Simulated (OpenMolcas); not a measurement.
# Multiconfigurational calculation, with input and output: Cr⁴⁺ complex

- system: Cr⁴⁺ with 6 ligands (F; tetragonal octahedron, 1.86 Å), neutralised by 6 outer point charges of +0.33 e, whose field is part of the energies.
- method: state-averaged SS-CASPT2, IPEA shift 0.25, imaginary shift 0.2 hartree, closed shells 3s 3p of the metal and the valence shells of the ligands correlated, active space 2 electrons in the shell 3d, basis ANO-RCC-VDZP on the metal and ANO-RCC-VDZP on the ligands, DKH2 scalar Hamiltonian, spin-orbit coupling by RASSI with atomic mean-field integrals (OpenMolcas)

**Results in brief**

```tsv
quantity	value
outcome	converged
energy of the lowest spin-free term	−1649.24738 hartree
energy of the lowest spin-orbit level	−1649.24807 hartree
CASPT2 correlation energy	−1.7061 hartree
largest spread among components of a term	0.0 cm⁻¹
lowest reference weight	0.687
hardware	1 thread of Arm Neoverse V1, 24 GiB of memory available, shared host
wall time	45 s
peak memory	0.18 GiB
```

**Notes**

Limits: covalent bonds, ligand orbitals missing from the active space; distances are set from ionic radii, not optimised.

**Input**
```
&GATEWAY
Coord
7

Cr 0.0 0.0 0.0
F 1.860000 0.000000 0.000000
F 0.000000 1.860000 0.000000
F -1.860000 0.000000 0.000000
F 0.000000 -1.860000 0.000000
F 0.000000 0.000000 1.887900
F 0.000000 0.000000 -1.887900
Basis=Cr.ANO-RCC-VDZP,F.ANO-RCC-VDZP
Group=XYZ
NoMove
AngMom=0.0 0.0 0.0
AMFI
RICD
XField
3 Angstrom 0
5.060000 0.000000 0.000000 0.333333
0.000000 5.060000 0.000000 0.333333
0.000000 0.000000 5.087900 0.333333
&SEWARD
&RASSCF
FileOrb=start.orb
Symmetry=1
Spin=3
nActEl=2 0 0
Inactive=18 21
Ras2=5 0
CIRoot=10 10 1
SDav=10
CIMx=300
Iter=150 100
PrWF=0.3
OrbListing=Nothing
MaxOrb=0
LevShft=1.0
>>> COPY $Project.JobIph JOB001
&RASSCF
FileOrb=start.orb
Symmetry=1
Spin=1
nActEl=2 0 0
Inactive=18 21
Ras2=5 0
CIRoot=15 15 1
SDav=15
CIMx=300
Iter=150 100
PrWF=0.3
OrbListing=Nothing
MaxOrb=0
LevShft=1.0
>>> COPY $Project.JobIph JOB002
&RASSI
NrOfJobIphs=2 10 15
1 2 3 4 5 6 7 8 9 10
1 2 3 4 5 6 7 8 9 10 11 12 13 14 15
IphNames
JOB001
JOB002
EJob
SpinOrbit
DIPRint=1.0
SOCoupling=1000.0
Subsets=2
Property=9
'ANGMOM' 1 'ANGMOM' 2 'ANGMOM' 3 'MLTPL  1' 1 'MLTPL  1' 2 'MLTPL  1' 3
'AMFI' 1 'AMFI' 2 'AMFI' 3
SOProperty=3
'ANGMOM' 1 'ANGMOM' 2 'ANGMOM' 3
>>> COPY JOB001 $Project.JobIph
&CASPT2
Multistate=10 1 2 3 4 5 6 7 8 9 10
NoMult
Frozen=5 6
IPEA=0.25
Imaginary=0.2
MaxIter=60
WThr=0.0 0.3 0.05
PrWF=0.5
NoMix
>>> COPY JOB002 $Project.JobIph
&CASPT2
Multistate=15 1 2 3 4 5 6 7 8 9 10 11 12 13 14 15
NoMult
Frozen=5 6
IPEA=0.25
Imaginary=0.2
MaxIter=60
WThr=0.0 0.3 0.05
PrWF=0.5
NoMix
```

The file start.orb holds starting orbitals from an earlier step. A driver script formed the levels outside the program, from RASSI's spin-orbit matrix and the CASPT2 energies (for multi-state variants, the effective Hamiltonian), averaged over the components of each term or state. The log and the time are those of the CASPT2 step.

Run as:
```bash
OMP_NUM_THREADS=1 MOLCAS_MEM=2457 MOLCAS_PROJECT=a pymolcas a.inp > a.log  # once for each step of the input, in one work folder
```

**Output (extracts)**
```
--- CASPT2 ---
Orbital specifications:
      -----------------------

      Symmetry species                           1   2
                                                ag  au
      Frozen orbitals                            5   6
      Inactive orbitals                         13  15
      Active orbitals                            5   0
      Secondary orbitals                        34  40
      Deleted orbitals                           0   0
      Number of basis functions                 57  61
Type of calculation                        SS-CASPT2
      Fock operator                              state-specific
      IPEA shift                                 0.25
      Real shift                                 0.00
      Imaginary shift                            0.20
      The input orbitals will be transformed to quasi-canonical
Reference energy:       -1647.5412735251
      E2 (Non-variational):      -1.7001176815
      Shift correction:          -0.0059873054
      E2 (Variational):          -1.7061049869
      Total energy:           -1649.2473785121
      Residual norm:              0.0000002190
      Reference weight:           0.69549
      Contributions to the CASPT2 correlation energy
      Active & Virtual Only:         -0.0045533766
      One Inactive Excited:          -0.1267387752
      Two Inactive Excited:          -1.5688255297
Reference energy:       -1647.5401347297
      E2 (Non-variational):      -1.7001093386
      Shift correction:          -0.0059975198
      E2 (Variational):          -1.7061068585
      Total energy:           -1649.2462415882
      Residual norm:              0.0000002337
      Reference weight:           0.69541
      Contributions to the CASPT2 correlation energy
      Active & Virtual Only:         -0.0046509791
      One Inactive Excited:          -0.1270681687
      Two Inactive Excited:          -1.5683901909
::    CASPT2 Root  1     Total energy:  -1649.24737851
::    CASPT2 Root  2     Total energy:  -1649.24624159
::    CASPT2 Root  3     Total energy:  -1649.24624156
::    CASPT2 Root  4     Total energy:  -1649.14945763
::    CASPT2 Root  5     Total energy:  -1649.14698468
::    CASPT2 Root  6     Total energy:  -1649.14698471
::    CASPT2 Root  7     Total energy:  -1649.10506225
::    CASPT2 Root  8     Total energy:  -1649.10506232
::    CASPT2 Root  9     Total energy:  -1649.09774797
::    CASPT2 Root 10     Total energy:  -1649.04150669
--- CASPT2 ---
Orbital specifications:
      -----------------------

      Symmetry species                           1   2
                                                ag  au
      Frozen orbitals                            5   6
      Inactive orbitals                         13  15
      Active orbitals                            5   0
      Secondary orbitals                        34  40
      Deleted orbitals                           0   0
      Number of basis functions                 57  61
Type of calculation                        SS-CASPT2
      Fock operator                              state-specific
      IPEA shift                                 0.25
      Real shift                                 0.00
      Imaginary shift                            0.20
      The input orbitals will be transformed to quasi-canonical
Reference energy:       -1647.4724006653
      E2 (Non-variational):      -1.7197823139
      Shift correction:          -0.0061495962
      E2 (Variational):          -1.7259319101
      Total energy:           -1649.1983325754
      Residual norm:              0.0000001358
      Reference weight:           0.69173
      Contributions to the CASPT2 correlation energy
      Active & Virtual Only:         -0.0081549985
      One Inactive Excited:          -0.1305733886
      Two Inactive Excited:          -1.5810539268
Reference energy:       -1647.4710092044
      E2 (Non-variational):      -1.7196611977
      Shift correction:          -0.0061327266
      E2 (Variational):          -1.7257939243
      Total energy:           -1649.1968031287
      Residual norm:              0.0000001092
      Reference weight:           0.69183
      Contributions to the CASPT2 correlation energy
      Active & Virtual Only:         -0.0081763084
      One Inactive Excited:          -0.1308583726
      Two Inactive Excited:          -1.5806265167
::    CASPT2 Root  1     Total energy:  -1649.19833258
::    CASPT2 Root  2     Total energy:  -1649.19680313
::    CASPT2 Root  3     Total energy:  -1649.19680311
::    CASPT2 Root  4     Total energy:  -1649.19673155
::    CASPT2 Root  5     Total energy:  -1649.19503925
::    CASPT2 Root  6     Total energy:  -1649.13417119
::    CASPT2 Root  7     Total energy:  -1649.09722709
::    CASPT2 Root  8     Total energy:  -1649.09589048
::    CASPT2 Root  9     Total energy:  -1649.09589045
::    CASPT2 Root 10     Total energy:  -1649.08118100
::    CASPT2 Root 11     Total energy:  -1649.08118100
::    CASPT2 Root 12     Total energy:  -1649.07482771
::    CASPT2 Root 13     Total energy:  -1648.99606564
::    CASPT2 Root 14     Total energy:  -1648.99428251
::    CASPT2 Root 15     Total energy:  -1648.93285205
```

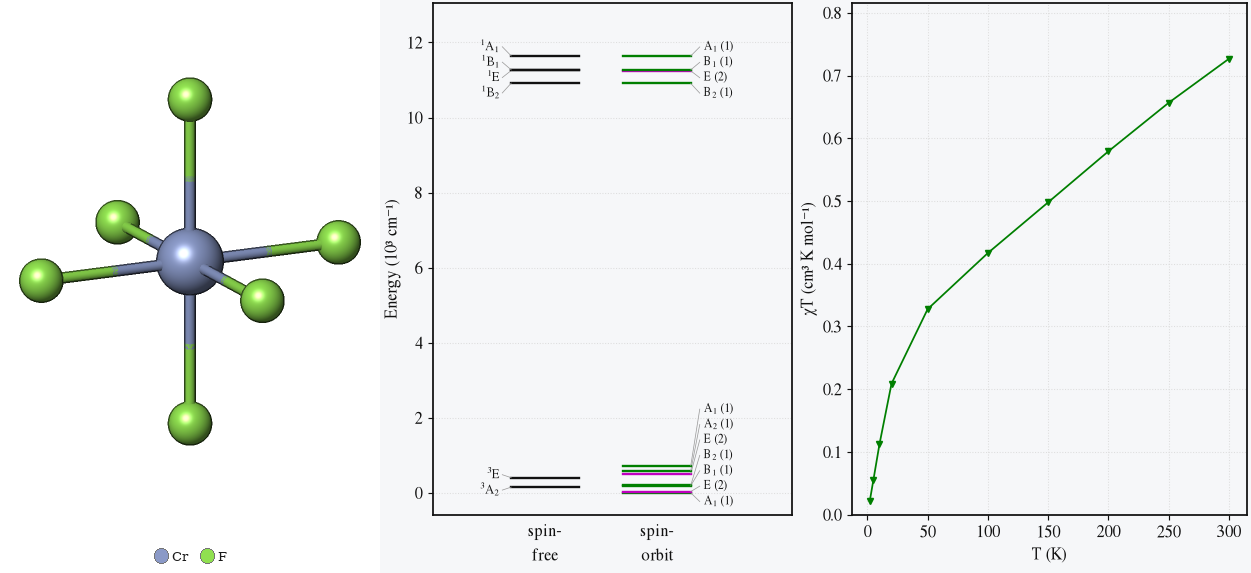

Figure 1. Cr⁴⁺ (3d²) with 6 ligands, F⁻, at 1.86 Å (arrangement: tetragonal octahedron, D4h), axial distortion 1.015, neutralised by outer point charges of +0.33 e, and its levels and susceptibility. Labels give the representation in O, Td, D4 or D3 as the site allows (double group for half-integer spin) where it could be assigned and, in brackets, the degeneracy; spin-free states, where drawn, share the zero of the spin-orbit levels. Powder susceptibility by Van Vleck's formula. The ground level is A₁, non-degenerate, 100 % from states of spin multiplicity 3. The next level lies at 33 cm⁻¹ (E). The lowest spin-free state is ³A₂; of the same spin there follows at 250 cm⁻¹ (³E) above it. χT is 0.0223 cm³ K mol⁻¹ at 2 K and 0.727 at 300 K, an effective moment of 2.41 μB.
